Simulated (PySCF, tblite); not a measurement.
# C6H5ClOSi: geometry, infrared bands and NMR shifts

Wanted: the infrared bands and NMR shifts of C6H5ClOSi (`ClC1=C2C=CC=C2O[SiH2]1`), by calculation.

The runs use tblite 0.8.0 and PySCF 2.14.0, with density-fitted response routines of our own; the level of theory stands in each step. All values are computed, except where a source is named. Atoms count from 0, in the outputs and in this text.

## (1) The starting structure

14 atoms, charge 0, multiplicity 1; geometry from: force field or distance geometry start.

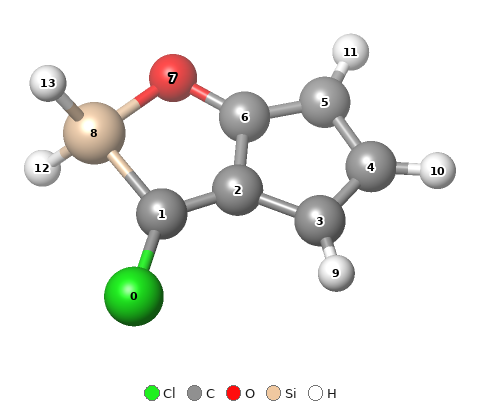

As it starts; chlorine green, carbon grey, oxygen red, silicon light orange, hydrogen white, atoms numbered; sticks join atoms by distance.

## (2) Geometry optimisation with GFN2-xTB

Job settings and geometry (Å):

```
{"job": {"kind": "relax", "xc": "GFN2-xTB", "basis": "xTB"}, "charge": 0, "multiplicity": 1}
Cl     1.596000     2.540800    -0.929200
C      1.162900     0.998600    -0.365400
C     -0.065200     0.518700    -0.194800
C     -1.413000     1.016600    -0.408800
C     -2.233400    -0.001400    -0.028300
C     -1.461800    -1.160100     0.406700
C     -0.161000    -0.832100     0.304100
O      1.011600    -1.493900     0.577700
Si     2.281700    -0.431000     0.193700
H     -1.693400     1.981800    -0.764000
H     -3.314700     0.018700    -0.061300
H     -1.873400    -2.096600     0.753800
H      3.094500    -0.964500    -0.911700
H      3.068500    -0.096100     1.405300
```

Launch:

```
> OMP_NUM_THREADS=1 python probes_run.py task.json out
```

One launch serves the whole session: the jobs run in the order shown.

Standard output:

```text
step      E/eV     max force
  0    -700.21317    1.708
  1    -700.29198    0.893
  2    -700.32309    0.655
  3    -700.33509    0.323
  4    -700.33986    0.181
  5    -700.34318    0.150
  6    -700.34583    0.137
  7    -700.34811    0.176
  8    -700.35041    0.164
  9    -700.35224    0.128
 10    -700.35349    0.105
 11    -700.35449    0.091
 12    -700.35540    0.091
 13    -700.35604    0.064
 14    -700.35634    0.045
 15    -700.35647    0.037
 16    -700.35655    0.028
 17    -700.35661    0.024
 18    -700.35665    0.025
 19    -700.35669    0.018
 20    -700.35671    0.012
 21    -700.35672    0.005
```

Run time: 0.19 s. Hardware: 1 thread of Arm Neoverse V1, shared host.

Along the way:

```csv
step,energy from step 0 (eV),largest force (eV/Å)
0,0.0000,1.7084
1,-0.0788,0.8933
2,-0.1099,0.6554
3,-0.1219,0.3233
4,-0.1267,0.1814
5,-0.1300,0.1496
6,-0.1327,0.1371
7,-0.1349,0.1755
8,-0.1372,0.1641
9,-0.1391,0.1277
10,-0.1403,0.1053
11,-0.1413,0.0913
12,-0.1422,0.0909
13,-0.1429,0.0644
14,-0.1432,0.0452
15,-0.1433,0.0371
16,-0.1434,0.0284
17,-0.1434,0.0238
18,-0.1435,0.0249
19,-0.1435,0.0185
20,-0.1435,0.0121
21,-0.1436,0.0051
```

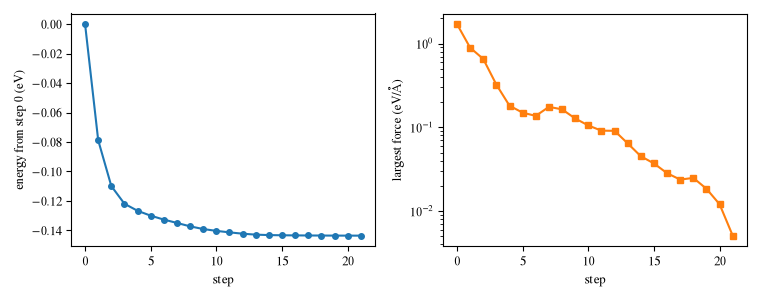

Energy and force, step by step.

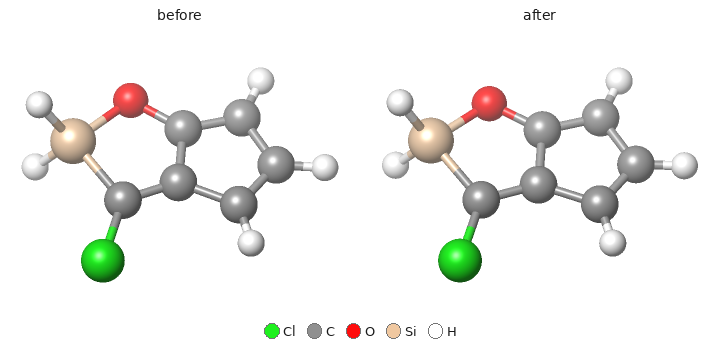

The geometry before (left) and after (right).

Distances of close pairs at the start and the end, largest changes first:

```csv
bond,before (Å),after (Å),change (Å)
O7–Si8,1.700,1.650,-0.050
Si8–H13,1.483,1.454,-0.029
C2–C6,1.443,1.471,+0.027
Si8–H12,1.472,1.454,-0.018
C6–O7,1.374,1.358,-0.016
C1–C2,1.330,1.345,+0.015
C1–Si8,1.899,1.914,+0.015
C3–C4,1.362,1.351,-0.010
```

The end geometry stands in the next job.

## (3) Vibrational analysis with GFN2-xTB

Job settings and geometry (Å):

```
{"job": {"kind": "ir", "xc": "GFN2-xTB", "basis": "xTB"}, "charge": 0, "multiplicity": 1}
Cl     1.645770     2.538929    -0.928694
C      1.187161     0.999936    -0.358246
C     -0.081472     0.576217    -0.217728
C     -1.446014     1.011262    -0.401472
C     -2.242375    -0.015409    -0.029819
C     -1.445306    -1.158057     0.410083
C     -0.157153    -0.799621     0.296081
O      1.028119    -1.414211     0.544218
Si     2.316151    -0.441844     0.199066
H     -1.743011     1.975301    -0.767003
H     -3.317517    -0.024479    -0.043537
H     -1.850474    -2.090719     0.751966
H      3.070004    -1.016000    -0.903595
H      3.035438    -0.141777     1.426513
```

Standard output:

```text
mode    cm-1     km/mol
  1     119.6      0.91
  2     127.5      5.89
  3     167.9      0.68
  4     282.6      0.65
  5     333.0      1.36
  6     343.0      0.34
  7     421.8     25.60
  8     497.8      2.36
  9     502.0      6.25
 10     533.1     10.80
 11     566.0    101.13
 12     610.3     26.13
 13     640.4      0.09
 14     674.6    133.83
 15     760.9    180.28
 16     772.4     50.67
 17     784.6     16.06
 18     813.3     10.97
 19     817.0     74.06
 20     854.2      1.03
 21     913.7     88.24
 22     940.7     80.04
 23    1016.3     32.23
 24    1085.3      4.38
 25    1125.7     11.82
 26    1182.8     14.93
 27    1260.1    108.71
 28    1297.6     32.65
 29    1523.9     60.23
 30    1619.4     82.50
 31    1657.8    126.16
 32    2340.4    335.01
 33    2352.6    122.26
 34    3130.6     24.42
 35    3155.8     31.25
 36    3159.0     18.51
```

It took 0.61 s on 1 thread of Arm Neoverse V1, shared host.

The strongest bands and the atoms that carry them (share of the mass-weighted mode):

```csv
cm⁻¹,km/mol,atoms
566,101.1,"H13 36 %, H12 36 %, Si8 14 %"
675,133.8,"H13 27 %, H12 27 %, O7 14 %"
761,180.3,"H12 46 %, H13 46 %"
914,88.2,"O7 22 %, C1 19 %, H9 12 %, C2 12 %"
1260,108.7,"C6 43 %, C2 31 %"
1658,126.2,"C6 53 %, C5 32 %"
2340,335.0,"H13 50 %, H12 45 %"
2353,122.3,"H12 52 %, H13 47 %"
```

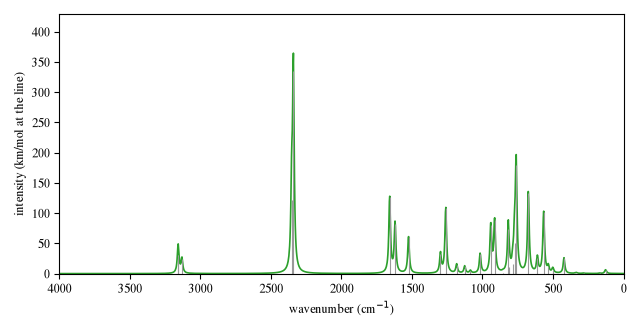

The infrared spectrum from these modes, unscaled. Lines are broadened to a width of 14 cm⁻¹ (Lorentzian).

## (4) NMR shieldings: PBE0/pcSseg-1

Same as in step 3 but for these lines:

```diff
@@ -1,2 +1,2 @@
-{"job": {"kind": "ir", "xc": "GFN2-xTB", "basis": "xTB"}, "charge": 0, "multiplicity": 1}
+{"job": {"kind": "nmr", "xc": "PBE0", "basis": "pcSseg-1"}, "charge": 0, "multiplicity": 1}
 Cl     1.645770     2.538929    -0.928694
```

Method: GIAO PBE0/pcSseg-1 NMR shielding, non-relativistic, gas phase.

Standard output:

```text
coarse grid: 13952 points
cycle   1  E = -1055.6839273457  dE =  1.853e+00  |g| = 6.771e-01  |ddm| = 4.027e+00
cycle   2  E = -1055.5336309033  dE =  1.503e-01  |g| = 1.075e+00  |ddm| = 1.685e+00
cycle   3  E = -1055.7731100978  dE = -2.395e-01  |g| = 1.593e-01  |ddm| = 1.206e+00
cycle   4  E = -1055.7787892196  dE = -5.679e-03  |g| = 7.671e-02  |ddm| = 2.239e-01
cycle   5  E = -1055.7801621785  dE = -1.373e-03  |g| = 2.232e-02  |ddm| = 8.377e-02
cycle   6  E = -1055.7802635470  dE = -1.014e-04  |g| = 7.137e-03  |ddm| = 2.567e-02
cycle   7  E = -1055.7802760049  dE = -1.246e-05  |g| = 2.293e-03  |ddm| = 9.302e-03
cycle   8  E = -1055.7802771908  dE = -1.186e-06  |g| = 6.207e-04  |ddm| = 2.601e-03
final grid: 128992 points
cycle   9  E = -1055.8427546059  dE = -2.461e-05  |g| = 1.000e-02  |ddm| = 3.805e-02
cycle  10  E = -1055.8427257837  dE =  2.882e-05  |g| = 1.562e-02  |ddm| = 2.377e-02
cycle  11  E = -1055.8427744054  dE = -4.862e-05  |g| = 1.498e-03  |ddm| = 1.560e-02
cycle  12  E = -1055.8427748205  dE = -4.152e-07  |g| = 5.335e-04  |ddm| = 1.895e-03
cycle  13  E = -1055.8427748826  dE = -6.210e-08  |g| = 1.630e-04  |ddm| = 6.859e-04
cycle  14  E = -1055.8427748891  dE = -6.428e-09  |g| = 5.274e-05  |ddm| = 1.989e-04
cycle  15  E = -1055.8427748897  dE = -6.853e-10  |g| = 2.148e-05  |ddm| = 7.335e-05
converged SCF energy = -1055.8427748897

GIAO shielding tensors (ppm)
atom      isotropic    diamagn.    paramagn.     s11        s22        s33       span
  0 Cl     728.687    1146.448    -417.761    458.325    848.206    879.529    421.204
  1 C       30.926     253.978    -223.052    -47.898     18.746    121.929    169.827
  2 C       27.216     260.063    -232.847    -81.048     38.514    124.183    205.230
  3 C       78.492     248.059    -169.568    -21.181     96.187    160.469    181.650
  4 C       35.250     254.758    -219.508    -70.998     36.172    140.577    211.574
  5 C       82.642     252.354    -169.712     13.076     86.460    148.390    135.314
  6 C       16.572     254.486    -237.914    -64.648     53.189     61.175    125.822
  7 O      240.341     394.478    -154.136    136.975    269.632    314.417    177.443
  8 Si     349.695     879.823    -530.128    303.250    325.857    419.979    116.728
  9 H       25.827      31.237      -5.410     23.544     25.764     28.173      4.629
 10 H       24.851      30.587      -5.736     23.575     24.385     26.593      3.019
 11 H       26.479      31.381      -4.902     24.631     25.085     29.720      5.088
 12 H       26.555      28.037      -1.483     23.174     24.636     31.853      8.679
 13 H       26.553      28.036      -1.483     23.174     24.634     31.850      8.677
```

It took 38 s on 1 thread of Arm Neoverse V1, shared host; peak memory 0.85 GiB.

The references, computed at this level on geometries of the same kind, shield at (ppm): ¹H TMS 31.72, ¹³C TMS 186.9, ²⁹Si TMS 349.2, ¹⁷O H2O 336.1, ³⁵Cl HCl 950. Their shielding less the atom's gives the shift. The references are single molecules in the gas phase, so shifts against H2O, NH3, PH3, H3PO4 or CFCl3 are not on the usual liquid scales and can be off by tens of ppm. Atoms listed in one row are averaged.

```csv
atoms,environment,σ (ppm),δ (ppm),δ scaled to CDCl3
C6,alkene carbon bearing oxygen,16.6,170.4,164.3
C2,fully substituted alkene carbon,27.2,159.7,154.0
C1,fully substituted alkene carbon,30.9,156.0,150.3
C4,alkene CH,35.3,151.7,146.1
C3,alkene CH,78.5,108.4,103.9
C5,β carbon of an enol-ether or enamine type C=C,82.6,104.3,99.9
H10,hydrogen on an alkene CH,24.85,6.87,6.58
H9,hydrogen on an alkene CH,25.83,5.89,5.66
H11,hydrogen on a β carbon of an enol-ether or enamine type C=C,26.48,5.24,5.04
"H12, H13","hydrogen on a silicon bonded to C, O, in a 5-membered ring",26.55,5.16,–
Cl0,chlorine bonded to C,729,221,–
O7,"oxygen bonded to C, Si, in a 5-membered ring",240.3,95.7,–
Si8,"silicon bonded to C, O, 2 H, in a 5-membered ring",349.7,-0.5,–
```

The scaled column applies a straight-line fit of computed shieldings to shifts measured in CDCl3, with any fitted terms for Cl, Br or S neighbours (root-mean-square error 0.16 ppm for H, 1.9 ppm for C).

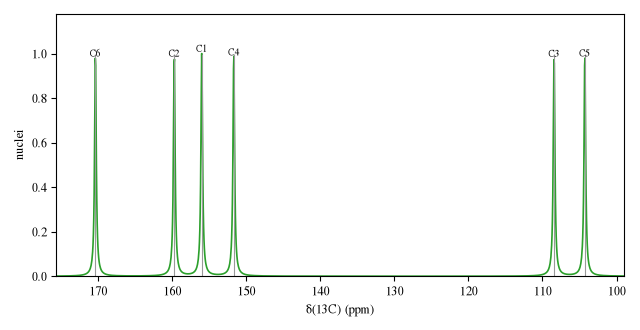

¹³C lines at the computed shifts, without couplings. Lines are broadened to a width of 0.26 ppm (Lorentzian).

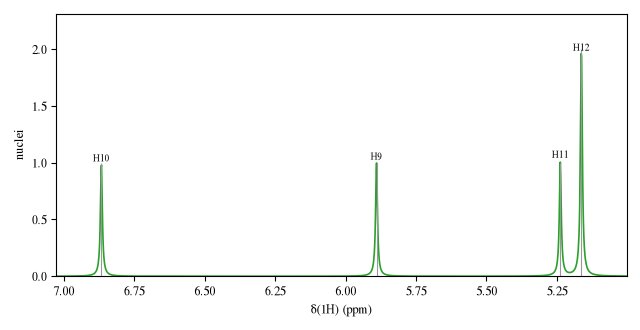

¹H lines at the computed shifts, without couplings. Lines are broadened to a width of 0.01 ppm (Lorentzian).

Charges from the same density, by scheme (e):

```csv
atoms,Mulliken,IAO,Hirshfeld,ESP fit
Cl0,-0.06,0.02,-0.01,0.00
C1,-0.37,-0.29,-0.07,-0.38
C2,-0.08,-0.02,-0.03,0.41
C3,-0.03,-0.23,-0.09,-0.55
C4,-0.06,-0.12,-0.03,0.01
C5,-0.08,-0.25,-0.10,-0.42
C6,0.27,0.19,0.07,0.21
O7,-0.59,-0.58,-0.21,-0.38
Si8,0.92,1.03,0.43,0.64
```

IAO charges:

Cl0 0.02; C1 -0.29; C2 -0.02; C3 -0.23; C4 -0.12; C5 -0.25; C6 0.19; O7 -0.58; Si8 1.03; H9 0.16; H10 0.16; H11 0.16; H12 -0.12; H13 -0.12

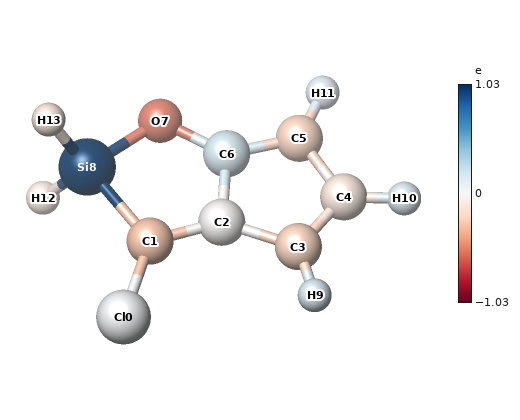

IAO charges, as colours on the atoms.

Mayer bond orders: Cl0–C1 1.09, C1–C2 1.60, C2–C3 1.08, C3–C4 1.68, C4–C5 1.10, C5–C6 1.71, C6–O7 0.92, O7–Si8 0.96, Si8–C1 0.78, C6–C2 1.05.

Ring of atoms C1, C2, C6, O7, Si8: NICS(0) -2.6, NICS(1) -2.6, NICS(1)zz -0.2 ppm (means of both faces).

Ring of atoms C2, C3, C4, C5, C6: NICS(0) 2.8, NICS(1) -0.5, NICS(1)zz 6.0 ppm (means of both faces).

## (5) Summary of results

| quantity | value |
| --- | --- |
| strongest single infrared mode (GFN2-xTB) | 2340 cm⁻¹, 335 km/mol |
| zero-point energy (GFN2-xTB) | 54.9 kcal/mol |
| ¹³C shifts against TMS (PBE0/pcSseg-1) | 170.4, 159.7, 156.0, 151.7, 108.4, 104.3 ppm |
| ¹H shifts against TMS (PBE0/pcSseg-1, means over atoms taken as alike) | 6.87, 5.89, 5.24, 5.16 ppm |
| ³⁵Cl shifts against HCl (PBE0/pcSseg-1) | 221 ppm |
| ¹⁷O shifts against H2O (PBE0/pcSseg-1) | 95.7 ppm |
| ²⁹Si shifts against TMS (PBE0/pcSseg-1) | -0.5 ppm |

What this shows: The optimisation took 21 steps and gained 0.144 eV; among the close pairs (by a distance rule), O7–Si8 changed most, from 1.700 to 1.650 Å. All 36 modes are real, so the xTB geometry is a minimum. The strongest single mode, at 2340 cm⁻¹, moves mainly H13 and H12. Unscaled tight-binding wavenumbers are off by several per cent, some by more. Its intensities can rank the bands wrongly. At PBE0/pcSseg-1: Shielding is most anisotropic at Cl0 (span 421 ppm, paramagnetic term -418 ppm).
